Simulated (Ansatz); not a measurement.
## Response to strain in SiO2

Consider SiO2 (space group P3_221, No. 154; a = 4.866 Å, c = 5.365 Å).

Strains are applied to the cell and any free atomic positions relax.

Method: Ansatz (a program for electronic structure) LDA, no spin-orbit coupling.

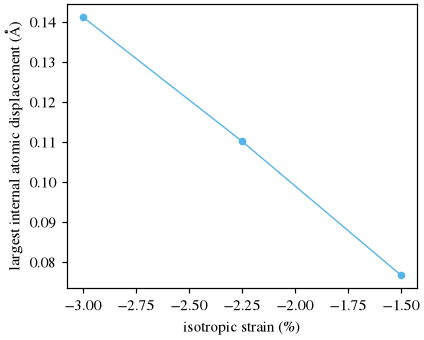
Largest internal atomic displacement against isotropic strain

Problem. From the plot, what is the largest internal atomic displacement for isotropic strain −2.25 %?

Solution. About 0.110 Å.

Problem. Is the trend monotonic over the range shown?

Solution. Yes, it falls throughout, spanning 0.077 Å to 0.141 Å.

No phonon test of stability was made.
